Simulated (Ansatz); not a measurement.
# CsSrF3 (Pm-3m): a soft mode frozen in, part 2 of 3

Wanted: the energy along a soft mode of CsSrF3 (Pm-3m) and the structure at the end.

Ansatz 0.2.0; DFT PBEsol, scalar-relativistic, plane waves, PAW; PAW set soft_1.

So far, highest frequency on the path or at a solved wavevector (cm⁻¹): step 2 (response at finite wavevector) 440. Also lowest frequency on the path (cm⁻¹): step 2 -66.4.

## Step 6: Relaxation from the frozen mode

Starting from the lowest point found, all atoms and the cell are let go, so that strain and other modes of the same symmetry can join in.

The input, input.yaml:

```yaml
crystal:
  lattice:
    - [4.7371927409, 4.7371927409, 0.0]
    - [4.7371927409, 0.0, 4.7371927409]
    - [4.7371927409, 0.0, -4.7371927409]
  atoms:
    - { symbol: Cs, position: [0.0, 0.5, 0.5] }
    - { symbol: Cs, position: [0.0, 0.0, 0.0] }
    - { symbol: Sr, position: [0.5, 0.25, 0.75] }
    - { symbol: Sr, position: [0.5, 0.75, 0.25] }
    - { symbol: F, position: [0.5477654557, -0.0477654557, 0.5] }
    - { symbol: F, position: [0.4522345443, 0.5477654557, 0.0] }
    - { symbol: F, position: [0.0, 0.0477654557, 0.5] }
    - { symbol: F, position: [0.0, 0.4522345443, 0.0] }
    - { symbol: F, position: [0.4522345443, 0.5, 0.5] }
    - { symbol: F, position: [0.5477654557, 0.0, 0.0] }
kpoints:
  mp_grid: { grid: [6, 6, 6] }
hamiltonian:
  xc: pbesol
  pseudopotentials: { kind: paw, azcp: { folder: soft_1 }, xc_functional: pbe }
scf:
  occupations: { method: fixed }
output:
  forces: true
  stress: true
  eigenvalues: true
relax:
  adjacent_minimum: "off"
  f_tol: 0.002
  max_steps: 120
  cell: { stress_tol: 0.03 }
```

Launch:

```
ansatz run input.yaml --threads 4 --pin off --max-ram 10240MiB --backend cpu --events-out ev --progress --plain --runs-dir out
```

Numbers of over 12 decimals in the logs are rounded to 6 here.

What it wrote:

```text
[...]
Crystal: 10 atoms, lattice volume = 212.615 Å³
Basis set: ecut = 420 eV, 4111 PW (Γ), exchange–correlation on 90×90×90 points (8 copies of the dense FFT grid, shifted against one another)
Bands: 50, of which v1, the nominal top of the filled ones, is band 40 counted from 1 (39 counted from 0)
Symmetry: 12 space group operations
[...]
k-points: 32 of 216
[...]
SCF iter   1: F=—  HF=-22988.799947 eV  |F-HF|=—  |Δ(HF+E_count)|=         —  Δρ=1.67e-1  dr2=5.03e1  ethr=3.10e-3  ⟨swp⟩=8.4  Hψ=8320  notcnv=0  defer=213
[...]
SCF iter   9: F=-22976.427871 eV  HF=-22976.427871 eV  |F-HF|=5.19e-9  |Δ(HF+E_count)|=   1.88e-7  Δρ=2.47e-6  dr2=1.20e-8  ethr=1.25e-10  ⟨swp⟩=18.1  Hψ=11494  notcnv=0
SCF 1 converged in 9 iterations: F = -22976.427871 eV  dr2 = 1.20e-8
[...]
relax step   1: F+E_penalty+E_count = -22976.42787135 eV  Δ(F+E_penalty+E_count) = +0.000e0 eV  max|allowed force component| = 5.650e-3 eV/Å  Δτ_max = 0.0000 Å  P = -0.408 GPa  Ω = 212.615 Å³  (9 SCF iters, dr2 threshold 1.00e-7 eV, accepted)
Crystal: 10 atoms, lattice volume = 209.893 Å³
Basis set: ecut = 420 eV, 4075 PW (Γ), exchange–correlation on 90×90×90 points (8 copies of the dense FFT grid, shifted against one another)
[...]
iter 1 solved again at ethr=6.46e-6 eV; its pass at ethr=3.10e-3 eV (dr2=5.17e-3 eV) is discarded
[...]
SCF iter   5: F=-22976.435649 eV  HF=-22976.435648 eV  |F-HF|=2.84e-7  |Δ(HF+E_count)|=   4.49e-6  Δρ=1.47e-5  dr2=3.80e-7  ethr=1.13e-9  ⟨swp⟩=12.9  Hψ=11516  notcnv=0
SCF 2 converged in 5 iterations: F = -22976.435649 eV  dr2 = 3.80e-7
relax step   2: F+E_penalty+E_count = -22976.43564867 eV  Δ(F+E_penalty+E_count) = -7.777e-3 eV  max|allowed force component| = 7.143e-3 eV/Å  Δτ_max = 0.0117 Å  P = +0.145 GPa  Ω = 209.893 Å³  energy of the carried Pulay correction = +3.482e-3 eV  (5 SCF iters, dr2 threshold 9.03e-7 eV, accepted)
Crystal: 10 atoms, lattice volume = 210.300 Å³
[...]
SCF iter   6: F=-22976.435826 eV  HF=-22976.435826 eV  |F-HF|=1.04e-9  |Δ(HF+E_count)|=   3.12e-8  Δρ=9.40e-7  dr2=3.14e-9  ethr=1.00e-10  ⟨swp⟩=12.4  Hψ=9290  notcnv=0
SCF 3 converged in 6 iterations: F = -22976.435826 eV  dr2 = 3.14e-9
relax step   3: F+E_penalty+E_count = -22976.43582579 eV  Δ(F+E_penalty+E_count) = -1.771e-4 eV  max|allowed force component| = 4.322e-3 eV/Å  Δτ_max = 0.0068 Å  P = +0.029 GPa  Ω = 210.300 Å³  energy of the carried Pulay correction = +2.959e-3 eV  (6 SCF iters, dr2 threshold 8.01e-8 eV, accepted)
[...]
relax step   4: F+E_penalty+E_count = -22976.43601502 eV  Δ(F+E_penalty+E_count) = -1.892e-4 eV  max|allowed force component| = 1.042e-3 eV/Å  Δτ_max = 0.0117 Å  P = +0.005 GPa  Ω = 210.285 Å³  energy of the carried Pulay correction = +2.977e-3 eV  (7 SCF iters, dr2 threshold 2.60e-9 eV, accepted)
[...]
relax step   5: F+E_penalty+E_count = -22976.43343805 eV  Δ(F+E_penalty+E_count) = +2.577e-3 eV  max|allowed force component| = 1.067e-3 eV/Å  Δτ_max = 0.0000 Å  P = -0.024 GPa  Ω = 210.285 Å³  stress off target by 6.88e-2 GPa  SCF on the basis re-selected at this cell (its energy is not comparable with the rows above)  (5 SCF iters)
[...]
relax step   6: F+E_penalty+E_count = -22976.43367458 eV  Δ(F+E_penalty+E_count) = -2.365e-4 eV  max|allowed force component| = 3.627e-5 eV/Å  Δτ_max = 0.0006 Å  P = -0.001 GPa  Ω = 210.154 Å³  energy of the carried Pulay correction = +1.657e-4 eV  (5 SCF iters, dr2 threshold 1.18e-8 eV, accepted)
[...]
SCF iter   1: F=—  HF=-22976.433596 eV  |F-HF|=—  |Δ(HF+E_count)|=         —  Δρ=7.70e-6  dr2=1.83e-8  ethr=3.86e-7  ⟨swp⟩=4.1  Hψ=12000  notcnv=0  defer=251
eigensolver tolerance schedule: the retry pair's looser diagonalisation over-reported the residual by 16918.84 of it (diagonalisation noise at an unbounded share of the residual, at the tolerance the schedule requests for it); recorded, not acted on — ethr = c·dr2/N_el stays at c = 1.0e-1
[...]
SCF iter   2: F=—  HF=-22976.433538 eV  |F-HF|=—  |Δ(HF+E_count)|=   5.78e-5  Δρ=4.00e-6  dr2=5.34e-9  ethr=2.28e-11  ⟨swp⟩=3.7  Hψ=4121  notcnv=0  defer=240
[...]
SCF iter   5: F=-22976.433538 eV  HF=-22976.433538 eV  |F-HF|=2.55e-11  |Δ(HF+E_count)|=  3.64e-11  Δρ=1.29e-7  dr2=2.49e-11  ethr=1.00e-12  ⟨swp⟩=18.7  Hψ=11056  notcnv=0
SCF 7 converged in 5 iterations: F = -22976.433538 eV  dr2 = 2.49e-11
[...]
relax step   7: F+E_penalty+E_count = -22976.43353831 eV  Δ(F+E_penalty+E_count) = +1.363e-4 eV  max|allowed force component| = 3.592e-5 eV/Å  Δτ_max = 0.0000 Å  P = -0.001 GPa  Ω = 210.154 Å³  stress off target by 2.79e-3 GPa  SCF on the basis re-selected at this cell (its energy is not comparable with the rows above)  (5 SCF iters)
[...]
SCF converged after 5 iterations
Free energy (F): -22976.433538 eV
[...]
Internal energy: -22976.433538 eV  (E = F + TS)
E sigma→0 (E₀):  -22976.433538 eV
Fermi energy:    2.237168 eV
[...]
--- Forces (eV/Å), atoms counted from 1 ---
  atom   1  Cs    -0.00000000     0.00000000    -0.00000000
  atom   2  Cs     0.00000000    -0.00000000     0.00000000
  atom   3  Sr    -0.00000000    -0.00000000     0.00000000
  atom   4  Sr    -0.00000000    -0.00000000    -0.00000000
  atom   5  F      0.00000000     0.00003592    -0.00003592
  atom   6  F     -0.00000000    -0.00003592     0.00003592
  atom   7  F      0.00003592     0.00000000     0.00003592
  atom   8  F     -0.00003592     0.00000000    -0.00003592
  atom   9  F     -0.00003592    -0.00003592    -0.00000000
  atom  10  F      0.00003592     0.00003592     0.00000000
  max |Σ_I F_I| component: 1.16e-18 eV/Å
--- Stress (GPa, compression-positive) ---
       -0.001452       0.000667       0.000667
        0.000667      -0.001452      -0.000667
        0.000667      -0.000667      -0.001452
  P = ⅓ Tr σ = -0.0015 GPa (-0.015 kbar)
--- Band table (eV; the first three rows and the last of 32) ---
  k-point 0: bands = [... 36 lower, 2.1645, 2.2091, 2.2091, 2.2249, 8.6702, 10.2155, 10.2155, 10.8147, ... 6 higher]
  k-point 1: bands = [... 36 lower, 2.1099, 2.1714, 2.1795, 2.1795, 8.9829, 10.3825, 10.3825, 10.7566, ... 6 higher]
  k-point 2: bands = [... 36 lower, 2.0732, 2.1083, 2.1206, 2.1206, 9.7559, 10.7928, 10.8176, 10.8176, ... 6 higher]
  k-point 31: bands = [... 36 lower, 2.1150, 2.1150, 2.1894, 2.1894, 10.6585, 10.6585, 11.0559, 11.0559, ... 6 higher]
--- Relaxed structure (5 steps of the walk, 5 accepted, 2 SCFs on fresh bases) ---
  F+E_penalty+E_count = -22976.43353831 eV   max|allowed force component| = 3.592e-5 eV/Å   (the final SCF, on the basis selected at the relaxed cell)
  cell:  # Å, volume = 210.1543 Å³
    - [4.739971, 4.739971, 0.0]
    - [4.739971, 3.469446951953614e-18, 4.739971]
    - [4.697916, 0.042055, -4.697916]
  atoms:
    - { symbol: Cs, position: [2.303929616531697e-19, 0.500000, 0.500000] }
    - { symbol: Cs, position: [0, 0, 0] }
    - { symbol: Sr, position: [0.500000, 0.25, 0.75] }
    - { symbol: Sr, position: [0.500000, 0.750000, 0.25] }
    - { symbol: F, position: [0.552196, -0.052196, 0.5] }
    - { symbol: F, position: [0.447804, 0.552196, 0.0] }
    - { symbol: F, position: [4.336808689942018e-19, 0.052196, 0.5] }
    - { symbol: F, position: [0.0, 0.447804, 0.0] }
    - { symbol: F, position: [0.447804, 0.500000, 0.500000] }
    - { symbol: F, position: [0.552196, -1.522888189987455e-19, 1.5503999999887465e-19] }
```

Run time: 45 s. Hardware: 4 threads of Arm Neoverse V1, shared host; peak memory 0.77 GiB.

Step by step:

```tsv
step	energy less that of the first step (eV)	largest force component (eV/Å)	pressure (GPa)	volume (Å³)
1	0.0000	0.0056	-0.41	212.61
2	-0.0078	0.0071	0.14	209.89
3	-0.0080	0.0043	0.03	210.30
4	-0.0081	0.0010	0.01	210.29
5*	-0.0056	0.0011	-0.02	210.29
6	-0.0058	0.0000	0.00	210.15
7*	-0.0057	0.0000	0.00	210.15
```

Relaxation steps marked * repeat the geometry before them on a plane-wave basis chosen anew for their cell, so energy and pressure can jump there.

Forces are held to the 12 operations that the run works with; a distortion that breaks them can't arise in this run.

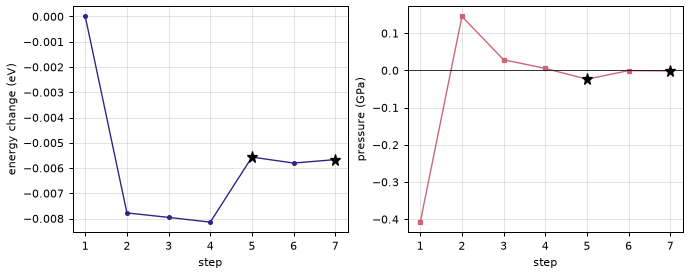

Energy and pressure along the relaxation. Stars mark steps on a basis chosen anew.

```tsv
conventional cell, symmetrised	before	after	change
a (Å)	6.699	6.703	+0.1 %
b (Å)	6.699	6.703	+0.1 %
c (Å)	16.410	16.201	-1.3 %
volume (Å³/atom)	21.26	21.02	-1.2 %
```

The atoms that moved most (Å, as changes of fractional coordinates times the final cell):

```tsv
atom	dx	dy	dz	length
F9	-0.021	-0.021	0.000	0.030
F10	0.021	0.021	0.000	0.030
F5	0.000	0.021	-0.021	0.030
F6	0.000	-0.021	0.021	0.030
F8	-0.021	0.000	-0.021	0.030
F7	0.021	0.000	0.021	0.030
```

This step gave:

```yaml
pressure: -0.001452 GPa
gap_on_the_k_mesh: 6.433 eV
volume_per_atom: 21.02 Å³
```

The distorted start has space group R-3c; the relaxation ends in R-3c.

## Step 7: The new phase in its own primitive cell

The relaxed structure is symmetrised, reduced to its primitive cell and relaxed tightly, as its phonons need.

input.yaml, the sections that differ from step 6:

```yaml
crystal:
  lattice:
    - [3.3516655842, 1.9350850272, 5.4004050046]
    - [-3.3516655842, 1.9350850272, 5.4004050046]
    - [0.0, -3.8701700545, 5.4004050046]
  atoms:
    - { symbol: Cs, position: [0.25, 0.25, 0.25] }
    - { symbol: Cs, position: [0.75, 0.75, 0.75] }
    - { symbol: Sr, position: [0.5, 0.5, 0.5] }
    - { symbol: Sr, position: [0.0, 0.0, 0.0] }
    - { symbol: F, position: [0.25, 0.8021958476, 0.6978041524] }
    - { symbol: F, position: [0.75, 0.1978041524, 0.3021958476] }
    - { symbol: F, position: [0.8021958476, 0.6978041524, 0.25] }
    - { symbol: F, position: [0.1978041524, 0.3021958476, 0.75] }
    - { symbol: F, position: [0.6978041524, 0.25, 0.8021958476] }
    - { symbol: F, position: [0.3021958476, 0.75, 0.1978041524] }
relax:
  adjacent_minimum: "off"
  f_tol: 0.001
  max_steps: 60
  cell: { stress_tol: 0.01 }
# kpoints, hamiltonian, scf, output: as in step 6
```

What it wrote:

```text
[...]
Crystal: 10 atoms, lattice volume = 210.154 Å³
Basis set: ecut = 420 eV, 4075 PW (Γ), exchange–correlation on 90×90×90 points (8 copies of the dense FFT grid, shifted against one another)
Bands: 50, of which v1, the nominal top of the filled ones, is band 40 counted from 1 (39 counted from 0)
Symmetry: 12 space group operations
[...]
k-points: 32 of 216
[...]
- { symbol: Sr, position: [0.500000, 0.500000, 0.5] }
    - { symbol: Sr, position: [0.0, 0.0, 0.0] }
    - { symbol: F, position: [0.250000, 0.802196, 0.697804] }
    - { symbol: F, position: [0.75, 0.197804, 0.302196] }
    - { symbol: F, position: [0.802196, 0.697804, 0.250000] }
    - { symbol: F, position: [0.197804, 0.302196, 0.75] }
    - { symbol: F, position: [0.6978041524, 0.250000, 0.8021958476] }
    - { symbol: F, position: [0.302196, 0.75, 0.197804] }
[key lines of the parts left out:]
SCF converged after 5 iterations
Free energy (F): -22976.433538 eV
Fermi energy:    2.237169 eV
P = ⅓ Tr σ = -0.0015 GPa (-0.015 kbar)
```

The job ended after 15 s (4 threads; peak memory 0.78 GiB; 58 s of CPU time).

Little changed from the start: no atom moved by 0.005 Å and no cell edge by 0.1 %.

Numbers from this step:

```
pressure           : -0.001451 GPa
direct gap on mesh : 6.445 eV
```

The largest force component left is 0.051 meV/Å and the pressure is -0.001 GPa, within the tolerances set. The cell now holds 21.02 Å³/atom.

(Continued in part 3 of 3.)

[Logs are printed without paths, hosts, clocks, repeated set-up lines and the standing remarks that a program may print on its own settings, such as how far it seeks lower states.]

[Hosts, paths, dates, database ids (printed as entryN), source tags and the programs' standing remarks are cut or masked in the printed files.]
